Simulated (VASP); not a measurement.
Band structure of TaW (ordered alloy cell). Calculation: PBEsol GGA, VASP's PBE PAW potentials (set 64) (plane waves; VASP 6.6.1).

Unless said otherwise, spin-orbit coupling is left out, though it shifts the bands of the heavy elements here.

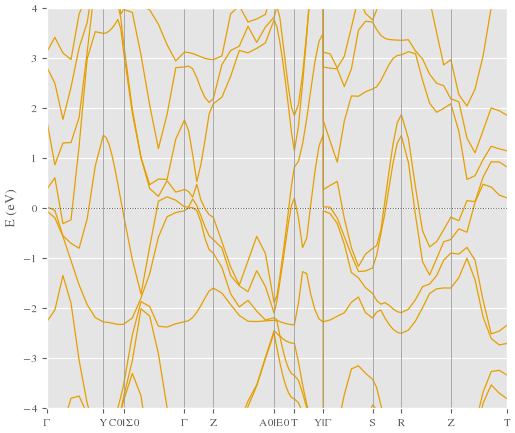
Figure: Bands along high-symmetry lines, zero at the valence-band maximum or, without a gap, the Fermi level

Read the plot: is there a gap, and where are the band edges?

It has no gap at this level: it comes out as a metal or semimetal. (Edges off the drawn lines would not show.)

The structure was generated: TaW was put into an ordered model structure (Cmmm), which need not be its known phase. It was relaxed first. The electron count is odd and the run is not spin-polarised, which forces a metal.
